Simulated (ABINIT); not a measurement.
**Beyond one shot: Cs2InAgCl6 (Fm-3m)**

Wanted: G0W0 and self-consistent gaps of Cs2InAgCl6 (Fm-3m), with the cost of the cycles.

Program: ABINIT 10.8.3. Level of theory: PBEsol and many-body steps on it, plane waves. Results are calculated unless marked as measured.

**The experiments to reproduce.**

- Gap 3.3 eV: optical gap from absorption onset near 380 nm, assigned as direct at Gamma; diffuse reflectance with Kubelka-Munk analysis; powder (“Cs2InAgCl6: A new lead-free halide double perovskite with direct band gap”, 2016, arxiv:1611.05426).

Most raw output is cut from this account.

**1. The starting structure**

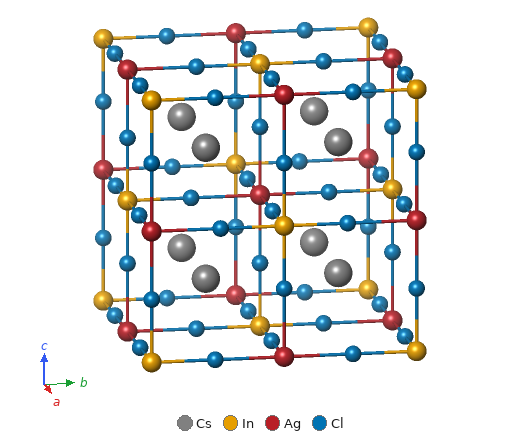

The cell as given, slightly off an axis (caesium grey, indium orange, silver red, chlorine blue). This picture shows the conventional cell, with its axes. Some periodic images of atoms are drawn too.

The cell and positions come from the Crystallography Open Database and are kept as given unless a step says otherwise. Spin-orbit coupling is left out unless a step names it.

**2. Empty states on the mesh, 2×2×2 mesh, 264 bands**

This step: ABINIT 10.8.3; DFT, PBEsol, plane waves, norm-conserving pseudopotentials.

The sums over transitions need many empty states on a uniform mesh; this step solves for them.

run.abi reads:

```
acell 3*1.0 Angstrom
rprim 
  0.000000000000 5.234500000000 5.234500000000
  5.234500000000 0.000000000000 5.234500000000
  5.234500000000 5.234500000000 0.000000000000
ntypat 4
znucl 55 49 47 17
natom 10
typat 1 1 2 3 4 4 4 4 4 4
xred 
  0.250000000000 0.250000000000 0.250000000000
  0.750000000000 0.750000000000 0.750000000000
  0.000000000000 0.000000000000 0.000000000000
  0.500000000000 0.500000000000 0.500000000000
  0.760210000000 0.239790000000 0.239790000000
  0.239790000000 0.760210000000 0.239790000000
  0.239790000000 0.760210000000 0.760210000000
  0.760210000000 0.239790000000 0.760210000000
  0.239790000000 0.239790000000 0.760210000000
  0.760210000000 0.760210000000 0.239790000000
pp_dirpath "pseudos"
pseudos "Cs.upf, In.upf, Ag.upf, Cl.upf"
ecut 39
ngkpt 2 2 2
nshiftk 1
shiftk 0 0 0
kptopt 1
chksymbreak 0
iscf -2
irdden 1
istwfk *1
nband 264
nbdbuf 24
tolwfr 1e-09
nstep 60
prtvol 0
indata_prefix "in"
outdata_prefix "out"
tmpdata_prefix "tmp"
```

On the command line:

```console
> OMP_NUM_THREADS=2 mpirun -n 3 abinit run.abi > log
```

It took 3.9 min on 3 MPI ranks of Arm Neoverse V2, shared host; peak memory 0.73 GiB.

Numbers from this step:

```
gap                                                           : 1.045 eV
k of the valence top                                          : 0, 0, 0
k of the conduction bottom                                    : 0, 0, 0
least direct gap                                              : 1.045 eV
k points computed                                             : 3
lowest point of the top converged band, above the valence top : 37.88 eV
```

On this mesh the gap is 1.045 eV.

The density comes from a self-consistent run that is not shown.

**3. Screening, 2×2×2 mesh, 240 bands, screening to 106.1 eV**

The RPA dielectric matrix is built and inverted for each q.

This step: RPA screening on PBEsol, plane waves, norm-conserving pseudopotentials.

run.abi: that of step 2 with these lines changed.

```diff
@@ -28,10 +28,11 @@
 chksymbreak 0
-iscf -2
-irdden 1
 istwfk *1
-nband 264
-nbdbuf 24
-tolwfr 1e-09
-nstep 60
-prtvol 0
+occopt 1
+irdwfk 1
+optdriver 3
+nband 240
+ecuteps 3.9
+inclvkb 2
+awtr 1
+symchi 1
 indata_prefix "in"
```

On the command line:

```console
> OMP_NUM_THREADS=1 mpirun -n 8 abinit run.abi > log
```

Run time: 2.5 min. Hardware: 8 MPI ranks; peak memory 9.7 GiB.

Numbers from this step:

| Item | Value |
| --- | --- |
| ε∞ with local fields, on this mesh, along the program's q direction | 4.058 |
| the same without local fields | 4.565 |
| plasma frequency | 21.92 eV |
| plane waves in the screening matrix | 725 |

Local fields lower ε∞ by 11 %. On a Γ-centred mesh this coarse the value itself is usually too large, while a short band sum pulls it down.

**4. G0W0**

The self-energy is evaluated for the states that the input lists, and the levels follow from it, in one-shot runs by the linearised quasiparticle equation.

This step: G0W0 on PBEsol, plane waves, norm-conserving pseudopotentials.

run.abi: that of step 3 with these lines changed.

```diff
@@ -31,8 +31,15 @@
 irdwfk 1
-optdriver 3
+optdriver 4
 nband 240
+gwcalctyp 0
+ecutsigx 39
+symsigma 1
+nkptgw 1
+kptgw 
+  0.0000000000 0.0000000000 0.0000000000
+bdgw 
+  49 52
 ecuteps 3.9
-inclvkb 2
-awtr 1
-symchi 1
+irdscr 1
+ppmodel 1
 indata_prefix "in"
```

Run time: 14 s. Hardware: 8 MPI ranks; peak memory 5.3 GiB; 1.9 min of CPU time.

Numbers from this step:

```yaml
g0w0_gap_on_the_points_computed: 2.999 eV
starting_gap_on_the_mesh: 1.045 eV
k_of_the_valence_top: 0, 0, 0
k_of_the_conduction_bottom: 0, 0, 0
z_at_the_valence_top: 0.79
z_at_the_conduction_bottom: 0.829
least_direct_g0w0_gap_on_the_computed_points: 2.999 eV
```

The gap on the mesh goes from 1.04 eV to 3.00 eV, a correction of +1.95 eV.

**5. evGW0, cycle 1**

This step: evGW0 on PBEsol, plane waves, norm-conserving pseudopotentials.

run.abi: that of step 4 with these lines changed.

```diff
@@ -33,10 +33,14 @@
 nband 240
-gwcalctyp 0
+gwcalctyp 10
 ecutsigx 39
 symsigma 1
-nkptgw 1
+nkptgw 3
 kptgw 
   0.0000000000 0.0000000000 0.0000000000
+  0.5000000000 0.0000000000 0.0000000000
+  0.5000000000 0.5000000000 0.0000000000
 bdgw 
-  49 52
+  22 67
+  22 67
+  22 67
 ecuteps 3.9
```

The job ended after 5.9 min (8 MPI ranks; peak memory 16 GiB; 47 min of CPU time).

This step gave:

```yaml
quasiparticle_gap_on_the_points_computed: 3.430 eV
gap_of_the_density_functional_on_the_mesh: 1.045 eV
k_of_the_valence_top: 0.5, 0.5, 0
k_of_the_conduction_bottom: 0, 0, 0
z_at_the_valence_top: 0.79
z_at_the_conduction_bottom: 0.829
least_direct_quasiparticle_gap_on_the_computed_points: 3.433 eV
```

Against G0W0 in ABINIT (2×2×2 mesh, 240 bands, screening to 106.1 eV, Godby-Needs plasmon pole), the gap moves by +0.431 eV. This first cycle still uses the starting levels; it takes the full correction, at all points of the mesh, and its linearised value is 2.997 eV.

**6. evGW0, cycle 2**

The corrected levels of the last cycle go back in.

run.abi: that of step 5 with these lines changed.

```diff
@@ -48,2 +48,3 @@
 ppmodel 1
+irdqps 1
 indata_prefix "in"
```

The job ended after 5.9 min (8 MPI ranks; peak memory 16 GiB; 47 min of CPU time).

This step gave:

```yaml
quasiparticle_gap_on_the_points_computed: 3.247 eV
gap_of_the_density_functional_on_the_mesh: 1.045 eV
k_of_the_valence_top: 0.5, 0.5, 0
k_of_the_conduction_bottom: 0, 0, 0
least_direct_quasiparticle_gap_on_the_computed_points: 3.25 eV
```

Against the cycle before, the gap moves by −0.183 eV.

**7. evGW0, cycle 3**

run.abi is that of step 6.

It took 5.9 min on 8 MPI ranks; peak memory 16 GiB.

This step gave:

```yaml
quasiparticle_gap_on_the_points_computed: 3.259 eV
gap_of_the_density_functional_on_the_mesh: 1.045 eV
k_of_the_valence_top: 0.5, 0.5, 0
k_of_the_conduction_bottom: 0, 0, 0
least_direct_quasiparticle_gap_on_the_computed_points: 3.262 eV
```

Against the cycle before, the gap moves by +0.012 eV.

**8. evGW0, cycle 4**

run.abi is that of step 7.

The job ended after 5.9 min (8 MPI ranks; peak memory 16 GiB; 47 min of CPU time).

This step gave:

* quasiparticle gap on the points computed: 3.258 eV
* gap of the density functional on the mesh: 1.045 eV
* k of the valence top: 0.5, 0.5, 0
* k of the conduction bottom: 0, 0, 0
* least direct quasiparticle gap on the computed points: 3.261 eV

Against the cycle before, the gap moves by −0.001 eV.

**9. Screening, 2×2×2 mesh, 240 bands, screening to 106.1 eV**

This step: RPA screening on PBEsol, plane waves, norm-conserving pseudopotentials.

run.abi: that of step 8 with these lines changed.

```diff
@@ -31,20 +31,13 @@
 irdwfk 1
-optdriver 4
+optdriver 3
 nband 240
+ecuteps 3.9
+inclvkb 2
+awtr 1
+symchi 1
 gwcalctyp 10
-ecutsigx 39
-symsigma 1
-nkptgw 3
-kptgw 
-  0.0000000000 0.0000000000 0.0000000000
-  0.5000000000 0.0000000000 0.0000000000
-  0.5000000000 0.5000000000 0.0000000000
-bdgw 
-  22 67
-  22 67
-  22 67
-ecuteps 3.9
-irdscr 1
-ppmodel 1
-irdqps 1
+mbpt_sciss 2.272 eV
+nqptdm 1
+qptdm 
+  0 0 0
 indata_prefix "in"
```

Elapsed: 2.2 min, on 8 MPI ranks; peak memory 9.7 GiB.

This step gave:

| Quantity | Value |
| --- | --- |
| ε∞ with local fields, on this mesh, along the program's q direction | 3.242 |
| the same without local fields | 3.609 |
| plasma frequency | 21.92 eV |
| plane waves in the screening matrix | 725 |

This screening uses the functional's bands under a rigid shift, the mean opening of the cycle before.

**10. Screening, 2×2×2 mesh, 240 bands, screening to 106.1 eV**

This step: RPA screening on PBEsol from quasiparticle energies, plane waves, norm-conserving pseudopotentials.

run.abi: that of step 9 with these lines changed.

```diff
@@ -37,7 +37,8 @@
 symchi 1
+irdqps 1
 gwcalctyp 10
-mbpt_sciss 2.272 eV
-nqptdm 1
+nqptdm 2
 qptdm 
-  0 0 0
+  0.5000000000 0.0000000000 0.0000000000
+  0.5000000000 0.5000000000 0.0000000000
 indata_prefix "in"
```

mrgscr.stdin reads:

```
2
merged
q0_SCR
out_SCR
1
```

On the command line:

```console
> OMP_NUM_THREADS=1 mpirun -n 8 abinit run.abi > log; mrgscr < mrgscr.stdin
```

Elapsed: 34 s, on 8 MPI ranks; peak memory 6.3 GiB.

Numbers from this step:

- plasma frequency: 21.92 eV
- plane waves in the screening matrix: 725

This screening reads the quasiparticle levels of the cycle before.

**11. evGW, cycle 1**

This step: evGW on PBEsol, plane waves, norm-conserving pseudopotentials.

run.abi: that of step 10 with these lines changed.

```diff
@@ -31,14 +31,20 @@
 irdwfk 1
-optdriver 3
+optdriver 4
 nband 240
-ecuteps 3.9
-inclvkb 2
-awtr 1
-symchi 1
-irdqps 1
 gwcalctyp 10
-nqptdm 2
-qptdm 
+ecutsigx 39
+symsigma 1
+nkptgw 3
+kptgw 
+  0.0000000000 0.0000000000 0.0000000000
   0.5000000000 0.0000000000 0.0000000000
   0.5000000000 0.5000000000 0.0000000000
+bdgw 
+  22 67
+  22 67
+  22 67
+ecuteps 3.9
+irdscr 1
+ppmodel 1
+irdqps 1
 indata_prefix "in"
```

On the command line:

```console
> OMP_NUM_THREADS=1 mpirun -n 8 abinit run.abi > log
```

The job ended after 5.9 min (8 MPI ranks; peak memory 16 GiB).

This step gave:

```
quasiparticle gap on the points computed              : 3.680 eV
gap of the density functional on the mesh             : 1.045 eV
k of the valence top                                  : 0.5, 0.5, 0
k of the conduction bottom                            : 0, 0, 0
least direct quasiparticle gap on the computed points : 3.684 eV
```

Against G0W0 in ABINIT (2×2×2 mesh, 240 bands, screening to 106.1 eV, Godby-Needs plasmon pole), the gap moves by +0.681 eV.

**12. Screening, 2×2×2 mesh, 240 bands, screening to 106.1 eV**

This step: RPA screening on PBEsol, plane waves, norm-conserving pseudopotentials.

run.abi: that of step 11 with these lines changed.

```diff
@@ -31,20 +31,13 @@
 irdwfk 1
-optdriver 4
+optdriver 3
 nband 240
+ecuteps 3.9
+inclvkb 2
+awtr 1
+symchi 1
 gwcalctyp 10
-ecutsigx 39
-symsigma 1
-nkptgw 3
-kptgw 
-  0.0000000000 0.0000000000 0.0000000000
-  0.5000000000 0.0000000000 0.0000000000
-  0.5000000000 0.5000000000 0.0000000000
-bdgw 
-  22 67
-  22 67
-  22 67
-ecuteps 3.9
-irdscr 1
-ppmodel 1
-irdqps 1
+mbpt_sciss 2.715 eV
+nqptdm 1
+qptdm 
+  0 0 0
 indata_prefix "in"
```

It took 2.1 min on 8 MPI ranks; peak memory 9.7 GiB.

Numbers from this step:

```yaml
eps_infinity_with_local_fields_on_this_mesh_along_the_program_s_q_direction: 3.141
the_same_without_local_fields: 3.489
plasma_frequency: 21.92 eV
plane_waves_in_the_screening_matrix: 725
```

This screening uses the functional's bands under a rigid shift, the mean opening of the cycle before.

**13. Screening, 2×2×2 mesh, 240 bands, screening to 106.1 eV**

This step: RPA screening on PBEsol from quasiparticle energies, plane waves, norm-conserving pseudopotentials.

run.abi: that of step 12 with these lines changed.

```diff
@@ -37,7 +37,8 @@
 symchi 1
+irdqps 1
 gwcalctyp 10
-mbpt_sciss 2.715 eV
-nqptdm 1
+nqptdm 2
 qptdm 
-  0 0 0
+  0.5000000000 0.0000000000 0.0000000000
+  0.5000000000 0.5000000000 0.0000000000
 indata_prefix "in"
```

mrgscr.stdin is that of step 10.

On the command line:

```console
> OMP_NUM_THREADS=1 mpirun -n 8 abinit run.abi > log; mrgscr < mrgscr.stdin
```

It took 33 s on 8 MPI ranks; peak memory 6.3 GiB.

Numbers from this step:

```
plasma frequency                    : 21.92 eV
plane waves in the screening matrix : 725
```

This screening reads the quasiparticle levels of the cycle before.

**14. evGW, cycle 2**

This step: evGW on PBEsol, plane waves, norm-conserving pseudopotentials.

run.abi: that of step 13 with these lines changed.

```diff
@@ -31,14 +31,20 @@
 irdwfk 1
-optdriver 3
+optdriver 4
 nband 240
-ecuteps 3.9
-inclvkb 2
-awtr 1
-symchi 1
-irdqps 1
 gwcalctyp 10
-nqptdm 2
-qptdm 
+ecutsigx 39
+symsigma 1
+nkptgw 3
+kptgw 
+  0.0000000000 0.0000000000 0.0000000000
   0.5000000000 0.0000000000 0.0000000000
   0.5000000000 0.5000000000 0.0000000000
+bdgw 
+  22 67
+  22 67
+  22 67
+ecuteps 3.9
+irdscr 1
+ppmodel 1
+irdqps 1
 indata_prefix "in"
```

On the command line:

```console
> OMP_NUM_THREADS=1 mpirun -n 8 abinit run.abi > log
```

Elapsed: 5.9 min, on 8 MPI ranks; peak memory 16 GiB; 47 min of CPU time.

This step gave:

```
quasiparticle gap on the points computed              : 3.730 eV
gap of the density functional on the mesh             : 1.045 eV
k of the valence top                                  : 0.5, 0.5, 0
k of the conduction bottom                            : 0, 0, 0
least direct quasiparticle gap on the computed points : 3.734 eV
```

Against the cycle before, the gap moves by +0.050 eV.

**15. The runs together**

Times are wall times on 8 MPI ranks of Arm Neoverse V2, shared host, good to a factor of about two. A run's time includes the screening step that it read.

```tsv
run	mesh	bands	screening cutoff (eV)	DFT gap (eV)	gap on the mesh (eV)	direct (eV)	ε∞ used	time
G0W0	2×2×2	240	106.1	1.045	2.999	2.999	4.06	2.8 min
evGW0, cycle 1	2×2×2	240	106.1	1.045	3.430	3.433	4.06	8.4 min
evGW0, cycle 2	2×2×2	240	106.1	1.045	3.247	3.250	4.06	8.5 min
evGW0, cycle 3	2×2×2	240	106.1	1.045	3.259	3.262	4.06	8.4 min
evGW0, cycle 4	2×2×2	240	106.1	1.045	3.258	3.261	4.06	8.4 min
evGW, cycle 1	2×2×2	240	106.1	1.045	3.680	3.684	3.24	8.6 min
evGW, cycle 2	2×2×2	240	106.1	1.045	3.730	3.734	3.14	8.6 min
```

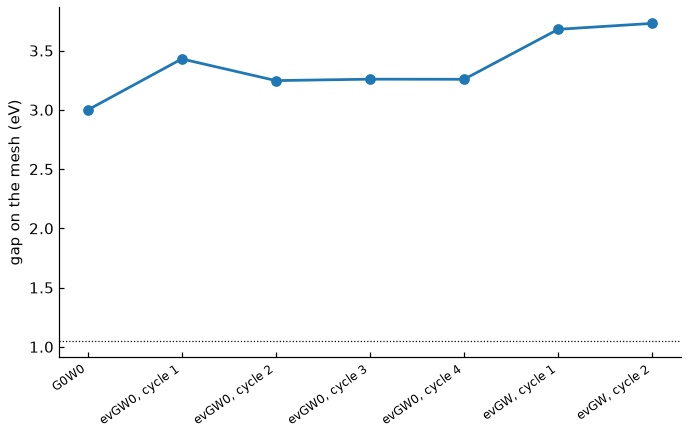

The gap through the cycles; the dotted line is the starting gap.

**16. What came out**

| Item | Value |
| --- | --- |
| G0W0 | 2.999 eV |
| evGW0, cycle 1 | 3.430 eV |
| evGW0, cycle 2 | 3.247 eV |
| evGW0, cycle 3 | 3.259 eV |
| evGW0, cycle 4 | 3.258 eV |
| evGW, cycle 1 | 3.680 eV |
| evGW, cycle 2 | 3.730 eV |
| known limits | not at the basis limit; d shell near the gap, gap tends to lie low; no spin-orbit coupling; coarse k mesh |

What this shows: Only the bands that the input lists are updated; the others, empty or deep, keep the functional's energies or take a rigid shift. The evGW loop starts from the last levels of evGW0, so its cycles and time come on top of those. evGW0 ends at 3.26 eV, +0.26 eV from G0W0, after 4 cycles that took 24 min beside the first screening; the last moved the gap by 0.001 eV. evGW ends at 3.73 eV, +0.73 eV from G0W0, after 2 cycles that took 17 min beside the first screening; the last moved the gap by 0.050 eV, so the loop had not settled. The first cycle of evGW0 takes the full correction, without the factor Z, so it overshoots the one-shot value. Against experiment, by evGW, cycle 2: the direct gap of 3.73 eV lies +0.43 eV from the measured 3.3 eV (direct, 2016). An exciton line or allowed optical edge lies below the quasiparticle gap by the binding energy; a forbidden edge can push the onset above it. These are gaps on the mesh, at modest bands and cutoff. The calculation has static nuclei and no excitons; a measured gap holds zero-point and thermal motion, which mostly lowers it. Bands and cutoff are finite, so the gap is not at the basis limit. The miss can reach some tenths of an eV and take either sign; the mesh is an error of its own. In the G0W0 runs levels were corrected at 1 k point alone, so a gap called «on the mesh» is the least over those, and an edge elsewhere would be missed. The 2×2×2 mesh is coarse for this cell, which bears on the long-range parts of exchange and screening. In the updated screening the q = 0 part is built from Kohn-Sham bands under a rigid shift, the other q from the quasiparticle levels. A d shell, filled or nearly so, lies near the gap. One-shot GW converges very slowly in bands there, not always from below, and on a semilocal start the gap tends to come out low; starts rich in exact exchange can overshoot instead. The many-body steps are scalar-relativistic: spin-orbit coupling is not in them.

[Paths, hosts, dates, memory and timing lines, banners, echoed tables and standing remarks are left out of the program output.]

[Logs are printed without paths, hosts, clocks, repeated set-up lines and the standing remarks that a program may print on its own settings, such as how far it seeks lower states.]

[Runs of the session that timed out or met a known fault of the program may be left out.]

[Hosts, paths, dates, database ids (printed as entryN), source tags and the programs' standing remarks are cut or masked in the printed files.]

[G0W0 gaps are taken among the corrected bands and points alone; a level outside them can change the order at an edge.]

[Where Ansatz stands beside ABINIT at settings called matched, ABINIT's density can come from a denser mesh and the files from another edition; pairs whose starting gaps differed by over 0.03 eV were left out, so agreement reads better than it is.]
